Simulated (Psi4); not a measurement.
# Molecular dynamics of PNH₄ (part 2 of 2)

PNH₄, SMILES N=[PH3]; PBE/6-311G**, RKS, dispersion D4 (Psi4 1.11). The geometry comes from this level: GFN2-xTB (4 decimals).

Geometry of the input (Å):
```
N  0.6145  -0.7126  0.8681
P  -0.1568  0.2250  -0.0815
H  1.0353  -1.5193  0.4338
H  -1.2997  -0.1796  -0.7813
H  0.4653  0.9308  -1.1183
H  -0.6586  1.2556  0.6793
```

### Trajectory as extended XYZ, continued
```
6
Properties=species:S:1:pos:R:3:forces:R:3 step=2 energy=-10836.79465
N     0.6120   -0.7106    0.8699    1.0844  -1.3802   1.0280
P    -0.1561    0.2240   -0.0826   -0.1662   0.5745  -0.0343
H     1.0434   -1.5292    0.4386    0.0494  -0.0576   0.0973
H    -1.2937   -0.1746   -0.7797   -0.9759  -0.2860  -0.6115
H     0.4544    0.9315   -1.1289    0.3931   0.4870  -0.7325
H    -0.6488    1.2639    0.6909   -0.3839   0.6609   0.2529
6
Properties=species:S:1:pos:R:3:forces:R:3 step=4 energy=-10836.81378
N     0.6103   -0.7096    0.8724    1.3238  -1.7840   0.8338
P    -0.1555    0.2232   -0.0836   -0.2924   1.0007  -0.0545
H     1.0520   -1.5397    0.4443   -0.1842   0.3561   0.2756
H    -1.2970   -0.1723   -0.7838   -0.9167  -0.2697  -0.5294
H     0.4472    0.9368   -1.1464    0.3251   0.3517  -0.5214
H    -0.6426    1.2785    0.7049   -0.2545   0.3439  -0.0041
6
Properties=species:S:1:pos:R:3:forces:R:3 step=5 energy=-10836.82499
N     0.6098   -0.7095    0.8739    1.3847  -1.8895   0.7470
P    -0.1552    0.2229   -0.0842   -0.3923   1.2029  -0.1118
H     1.0558   -1.5439    0.4481   -0.2659   0.4952   0.3283
H    -1.3019   -0.1722   -0.7878   -0.8121  -0.2364  -0.4447
H     0.4448    0.9408   -1.1572    0.2697   0.2580  -0.3775
H    -0.6405    1.2872    0.7120   -0.1830   0.1685  -0.1413
6
Properties=species:S:1:pos:R:3:forces:R:3 step=6 energy=-10836.83519
N     0.6095   -0.7097    0.8755    1.3980  -1.9163   0.6714
P    -0.1550    0.2226   -0.0847   -0.5055   1.3796  -0.1900
H     1.0589   -1.5469    0.4526   -0.3156   0.5747   0.3513
H    -1.3088   -0.1726   -0.7929   -0.6693  -0.1906  -0.3386
H     0.4430    0.9454   -1.1688    0.2070   0.1551  -0.2206
H    -0.6389    1.2964    0.7188   -0.1136  -0.0038  -0.2734
6
Properties=species:S:1:pos:R:3:forces:R:3 step=8 energy=-10836.84779
N     0.6096   -0.7112    0.8790    1.2745  -1.7230   0.5581
P    -0.1546    0.2225   -0.0859   -0.7308   1.6215  -0.3687
H     1.0629   -1.5488    0.4642   -0.3099   0.5409   0.3055
H    -1.3271   -0.1746   -0.8052   -0.3182  -0.0789  -0.0931
H     0.4409    0.9556   -1.1934    0.0790  -0.0541   0.0969
H    -0.6363    1.3142    0.7301    0.0063  -0.3075  -0.4985
6
Properties=species:S:1:pos:R:3:forces:R:3 step=9 energy=-10836.84872
N     0.6100   -0.7124    0.8809    1.1410  -1.5085   0.5209
P    -0.1545    0.2226   -0.0865   -0.8248   1.6772  -0.4510
H     1.0638   -1.5478    0.4711   -0.2553   0.4304   0.2394
H    -1.3375   -0.1760   -0.8119   -0.1336  -0.0210   0.0315
H     0.4402    0.9605   -1.2055    0.0209  -0.1510   0.2431
H    -0.6350    1.3222    0.7341    0.0527  -0.4282  -0.5838
6
Properties=species:S:1:pos:R:3:forces:R:3 step=10 energy=-10836.84578
N     0.6107   -0.7138    0.8829    0.9665  -1.2268   0.4957
P    -0.1544    0.2229   -0.0871   -0.8972   1.6875  -0.5201
H     1.0640   -1.5457    0.4786   -0.1707   0.2662   0.1490
H    -1.3483   -0.1774   -0.8185    0.0436   0.0340   0.1491
H     0.4395    0.9652   -1.2170   -0.0300  -0.2380   0.3741
H    -0.6336    1.3292    0.7367    0.0885  -0.5239  -0.6477
6
Properties=species:S:1:pos:R:3:forces:R:3 step=11 energy=-10836.83940
N     0.6114   -0.7155    0.8850    0.7602  -0.8934   0.4796
P    -0.1544    0.2233   -0.0878   -0.9439   1.6530  -0.5730
H     1.0638   -1.5429    0.4865   -0.0632   0.0616   0.0406
H    -1.3590   -0.1788   -0.8247    0.2066   0.0840   0.2556
H     0.4387    0.9692   -1.2277   -0.0724  -0.3132   0.4868
H    -0.6320    1.3349    0.7378    0.1133  -0.5929  -0.6892
6
Properties=species:S:1:pos:R:3:forces:R:3 step=12 energy=-10836.83061
N     0.6123   -0.7173    0.8872    0.5351  -0.5303   0.4676
P    -0.1545    0.2238   -0.0885   -0.9630   1.5751  -0.6092
H     1.0635   -1.5400    0.4944    0.0565  -0.1641  -0.0774
H    -1.3692   -0.1799   -0.8303    0.3504   0.1275   0.3481
H     0.4378    0.9725   -1.2371   -0.1055  -0.3751   0.5790
H    -0.6301    1.3392    0.7372    0.1271  -0.6340  -0.7078
6
Properties=species:S:1:pos:R:3:forces:R:3 step=14 energy=-10836.81298
N     0.6144   -0.7211    0.8918    0.0970   0.1686   0.4247
P    -0.1549    0.2252   -0.0901   -0.9185   1.2983  -0.6377
H     1.0636   -1.5360    0.5095    0.2741  -0.5733  -0.2953
H    -1.3868   -0.1812   -0.8388    0.5700   0.1925   0.4854
H     0.4352    0.9763   -1.2518   -0.1434  -0.4566   0.6984
H    -0.6254    1.3433    0.7310    0.1210  -0.6303  -0.6750
6
Properties=species:S:1:pos:R:3:forces:R:3 step=15 energy=-10836.80847
N     0.6154   -0.7230    0.8942   -0.0793   0.4418   0.3759
P    -0.1553    0.2260   -0.0910   -0.8572   1.1041  -0.6348
H     1.0644   -1.5358    0.5161    0.3397  -0.6994  -0.3706
H    -1.3937   -0.1812   -0.8414    0.6436   0.2135   0.5291
H     0.4334    0.9766   -1.2566   -0.1480  -0.4758   0.7246
H    -0.6227    1.3430    0.7254    0.1014  -0.5848  -0.6238
6
Properties=species:S:1:pos:R:3:forces:R:3 step=16 energy=-10836.80904
N     0.6165   -0.7249    0.8967   -0.2071   0.6304   0.2994
P    -0.1557    0.2270   -0.0920   -0.7724   0.8758  -0.6232
H     1.0661   -1.5373    0.5218    0.3592  -0.7425  -0.4106
H    -1.3990   -0.1807   -0.8427    0.6926   0.2267   0.5563
H     0.4312    0.9758   -1.2597   -0.1432  -0.4806   0.7284
H    -0.6196    1.3413    0.7183    0.0709  -0.5103  -0.5500
6
Properties=species:S:1:pos:R:3:forces:R:3 step=18 energy=-10836.82454
N     0.6185   -0.7282    0.9018   -0.3008   0.7272   0.0624
P    -0.1566    0.2290   -0.0940   -0.5399   0.3293  -0.5749
H     1.0720   -1.5455    0.5303    0.2484  -0.5607  -0.3780
H    -1.4046   -0.1780   -0.8414    0.7175   0.2299   0.5620
H     0.4259    0.9707   -1.2608   -0.1054  -0.4474   0.6685
H    -0.6132    1.3346    0.7004   -0.0199  -0.2788  -0.3394
6
Properties=species:S:1:pos:R:3:forces:R:3 step=19 energy=-10836.83559
N     0.6194   -0.7297    0.9043   -0.2796   0.6589  -0.0863
P    -0.1571    0.2301   -0.0950   -0.3965   0.0195  -0.5344
H     1.0760   -1.5517    0.5331    0.1326  -0.3617  -0.3171
H    -1.4049   -0.1758   -0.8387    0.6935   0.2198   0.5412
H     0.4228    0.9665   -1.2589   -0.0722  -0.4099   0.6048
H    -0.6100    1.3300    0.6901   -0.0779  -0.1272  -0.2078
6
Properties=species:S:1:pos:R:3:forces:R:3 step=20 energy=-10836.84515
N     0.6202   -0.7310    0.9069   -0.2319   0.5461  -0.2416
P    -0.1577    0.2312   -0.0961   -0.2382  -0.3062  -0.4772
H     1.0802   -1.5588    0.5352   -0.0044  -0.1248  -0.2408
H    -1.4034   -0.1731   -0.8347    0.6453   0.2017   0.5050
H     0.4195    0.9614   -1.2555   -0.0297  -0.3588   0.5193
H    -0.6069    1.3252    0.6793   -0.1412   0.0414  -0.0643
6
Properties=species:S:1:pos:R:3:forces:R:3 step=21 energy=-10836.85090
N     0.6211   -0.7323    0.9094   -0.1744   0.4177  -0.3931
P    -0.1583    0.2323   -0.0973   -0.0682  -0.6383  -0.3968
H     1.0845   -1.5663    0.5367   -0.1458   0.1206  -0.1609
H    -1.4005   -0.1699   -0.8295    0.5730   0.1754   0.4538
H     0.4162    0.9553   -1.2509    0.0219  -0.2950   0.4128
H    -0.6042    1.3205    0.6684   -0.2067   0.2189   0.0846
6
Properties=species:S:1:pos:R:3:forces:R:3 step=22 energy=-10836.85169
N     0.6219   -0.7335    0.9118   -0.1222   0.2998  -0.5320
P    -0.1589    0.2333   -0.0985    0.1098  -0.9648  -0.2859
H     1.0884   -1.5734    0.5379   -0.2768   0.3484  -0.0876
H    -1.3961   -0.1663   -0.8232    0.4769   0.1411   0.3881
H     0.4130    0.9486   -1.2453    0.0820  -0.2197   0.2871
H    -0.6020    1.3162    0.6577   -0.2699   0.3946   0.2308
6
Properties=species:S:1:pos:R:3:forces:R:3 step=24 energy=-10836.83988
N     0.6234   -0.7357    0.9164   -0.0770   0.1695  -0.7500
P    -0.1600    0.2351   -0.1009    0.4715  -1.5410   0.0528
H     1.0939   -1.5847    0.5396   -0.4651   0.6762   0.0115
H    -1.3843   -0.1582   -0.8080    0.2181   0.0492   0.2170
H     0.4072    0.9338   -1.2324    0.2211  -0.0435  -0.0078
H    -0.5997    1.3110    0.6382   -0.3686   0.6888   0.4769
6
Properties=species:S:1:pos:R:3:forces:R:3 step=25 energy=-10836.83020
N     0.6241   -0.7368    0.9185   -0.0969   0.1790  -0.8234
P    -0.1606    0.2358   -0.1021    0.6452  -1.7593   0.2868
H     1.0951   -1.5881    0.5405   -0.5100   0.7542   0.0297
H    -1.3775   -0.1539   -0.7995    0.0605  -0.0065   0.1152
H     0.4050    0.9261   -1.2258    0.2950   0.0506  -0.1663
H    -0.5998    1.3107    0.6300   -0.3938   0.7811   0.5583
6
Properties=species:S:1:pos:R:3:forces:R:3 step=26 energy=-10836.82033
N     0.6249   -0.7378    0.9205   -0.1487   0.2444  -0.8718
P    -0.1610    0.2363   -0.1033    0.8074  -1.9130   0.5599
H     1.0951   -1.5897    0.5414   -0.5183   0.7683   0.0248
H    -1.3705   -0.1496   -0.7907   -0.1097  -0.0664   0.0066
H     0.4035    0.9185   -1.2196    0.3667   0.1427  -0.3219
H    -0.6009    1.3123    0.6231   -0.3973   0.8232   0.6026
6
Properties=species:S:1:pos:R:3:forces:R:3 step=28 energy=-10836.80490
N     0.6262   -0.7398    0.9240   -0.3443   0.5384  -0.8947
P    -0.1618    0.2370   -0.1055    1.0804  -1.9998   1.1746
H     1.0914   -1.5875    0.5434   -0.4283   0.6081  -0.0527
H    -1.3577   -0.1417   -0.7734   -0.4566  -0.1882  -0.2128
H     0.4033    0.9047   -1.2099    0.4839   0.2981  -0.5869
H    -0.6058    1.3213    0.6138   -0.3348   0.7423   0.5726
6
Properties=species:S:1:pos:R:3:forces:R:3 step=29 energy=-10836.80024
N     0.6269   -0.7406    0.9255   -0.4804   0.7549  -0.8717
P    -0.1620    0.2372   -0.1065    1.1833  -1.9346   1.4780
H     1.0879   -1.5841    0.5443   -0.3366   0.4449  -0.1215
H    -1.3527   -0.1383   -0.7654   -0.6128  -0.2428  -0.3121
H     0.4049    0.8987   -1.2069    0.5190   0.3501  -0.6770
H    -0.6095    1.3286    0.6112   -0.2721   0.6266   0.5044
6
Properties=species:S:1:pos:R:3:forces:R:3 step=30 energy=-10836.79750
N     0.6274   -0.7413    0.9269   -0.6323   1.0017  -0.8296
P    -0.1622    0.2371   -0.1073    1.2586  -1.8082   1.7488
H     1.0837   -1.5796    0.5449   -0.2226   0.2412  -0.2048
H    -1.3492   -0.1356   -0.7582   -0.7419  -0.2879  -0.3960
H     0.4078    0.8936   -1.2056    0.5327   0.3789  -0.7285
H    -0.6138    1.3374    0.6099   -0.1940   0.4733   0.4101
6
Properties=species:S:1:pos:R:3:forces:R:3 step=31 energy=-10836.79645
N     0.6278   -0.7419    0.9281   -0.7887   1.2599  -0.7739
P    -0.1623    0.2370   -0.1081    1.3025  -1.6339   1.9663
H     1.0789   -1.5745    0.5449   -0.0967   0.0153  -0.2956
H    -1.3475   -0.1335   -0.7518   -0.8327  -0.3199  -0.4589
H     0.4119    0.8894   -1.2061    0.5222   0.3822  -0.7370
H    -0.6187    1.3473    0.6095   -0.1060   0.2954   0.2991
6
Properties=species:S:1:pos:R:3:forces:R:3 step=32 energy=-10836.79705
N     0.6281   -0.7422    0.9292   -0.9352   1.5047  -0.7124
P    -0.1622    0.2367   -0.1086    1.3116  -1.4270   2.1147
H     1.0738   -1.5694    0.5443    0.0276  -0.2087  -0.3841
H    -1.3477   -0.1321   -0.7466   -0.8764  -0.3360  -0.4966
H     0.4172    0.8861   -1.2083    0.4870   0.3600  -0.7023
H    -0.6237    1.3579    0.6098   -0.0138   0.1061   0.1805
6
Properties=species:S:1:pos:R:3:forces:R:3 step=34 energy=-10836.80406
N     0.6281   -0.7420    0.9310   -1.1359   1.8424  -0.6123
P    -0.1618    0.2357   -0.1093    1.2187  -0.9748   2.1777
H     1.0642   -1.5612    0.5401    0.2120  -0.5419  -0.5070
H    -1.3545   -0.1319   -0.7398   -0.8082  -0.3166  -0.4906
H     0.4313    0.8819   -1.2176    0.3510   0.2505  -0.5202
H    -0.6338    1.3794    0.6115    0.1632  -0.2601  -0.0475
6
Properties=species:S:1:pos:R:3:forces:R:3 step=35 energy=-10836.81064
N     0.6279   -0.7415    0.9317   -1.1639   1.8873  -0.5930
P    -0.1615    0.2352   -0.1094    1.1195  -0.7541   2.0972
H     1.0601   -1.5588    0.5363    0.2472  -0.6038  -0.5195
H    -1.3609   -0.1329   -0.7381   -0.7013  -0.2833  -0.4505
H     0.4397    0.8808   -1.2242    0.2588   0.1729  -0.3888
H    -0.6383    1.3894    0.6123    0.2405  -0.4195  -0.1453
6
Properties=species:S:1:pos:R:3:forces:R:3 step=36 energy=-10836.81851
N     0.6274   -0.7406    0.9324   -1.1359   1.8337  -0.6019
P    -0.1611    0.2345   -0.1093    0.9916  -0.5488   1.9547
H     1.0565   -1.5579    0.5312    0.2367  -0.5802  -0.4907
H    -1.3690   -0.1346   -0.7376   -0.5563  -0.2379  -0.3914
H     0.4487    0.8802   -1.2318    0.1577   0.0879  -0.2432
H    -0.6423    1.3984    0.6127    0.3069  -0.5552  -0.2276
6
Properties=species:S:1:pos:R:3:forces:R:3 step=38 energy=-10836.83239
N     0.6259   -0.7379    0.9333   -0.9329   1.4651  -0.6949
P    -0.1600    0.2331   -0.1087    0.6808  -0.2051   1.5381
H     1.0510   -1.5601    0.5177    0.0993  -0.3079  -0.3193
H    -1.3887   -0.1396   -0.7391   -0.1988  -0.1264  -0.2399
H     0.4676    0.8792   -1.2483   -0.0496  -0.0828   0.0542
H    -0.6478    1.4123    0.6118    0.4022  -0.7434  -0.3383
6
Properties=species:S:1:pos:R:3:forces:R:3 step=39 energy=-10836.83549
N     0.6249   -0.7362    0.9336   -0.7832   1.1941  -0.7628
P    -0.1594    0.2324   -0.1082    0.5151  -0.0723   1.2910
H     1.0487   -1.5624    0.5096   -0.0040  -0.1019  -0.1949
H    -1.3994   -0.1427   -0.7408   -0.0099  -0.0678  -0.1590
H     0.4770    0.8786   -1.2565   -0.1466  -0.1600   0.1913
H    -0.6492    1.4166    0.6102    0.4296  -0.7926  -0.3656
6
Properties=species:S:1:pos:R:3:forces:R:3 step=40 energy=-10836.83517
N     0.6238   -0.7343    0.9338   -0.6217   0.9024  -0.8306
P    -0.1587    0.2317   -0.1076    0.3532   0.0326   1.0331
H     1.0464   -1.5651    0.5011   -0.1111   0.1148  -0.0613
H    -1.4103   -0.1459   -0.7429    0.1722  -0.0115  -0.0809
H     0.4860    0.8775   -1.2643   -0.2347  -0.2280   0.3137
H    -0.6496    1.4190    0.6078    0.4431  -0.8108  -0.3742
```

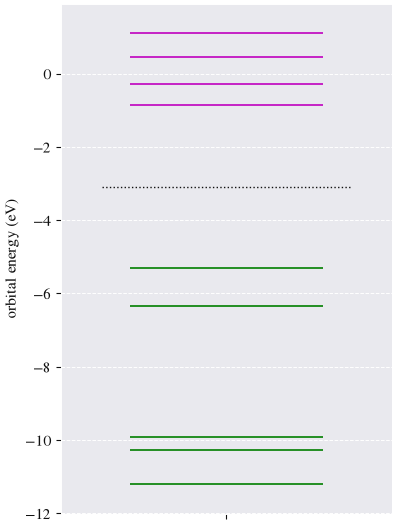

Fig. 1: Orbital energies near the frontier; the dotted line parts filled from empty levels, and levels within 0.02 eV of each other stand side by side. Highest filled −5.32 eV, lowest empty −0.86 eV, 4.46 eV apart.

### Summary

| quantity | value |
| --- | --- |
| outcome | finished |
| trajectory | 41 frames kept |
| potential energy (last step) | −398.246347 hartree |
| dispersion energy (last step) | −0.002755 hartree |
| basis functions (last step) | 68 |
| HOMO (last step) | −5.32 eV |
| LUMO (last step) | −0.86 eV |
| dipole moment (last step) | 2.81 D |
| wall time | 2.9 min |
| peak memory | 1.1 GiB |
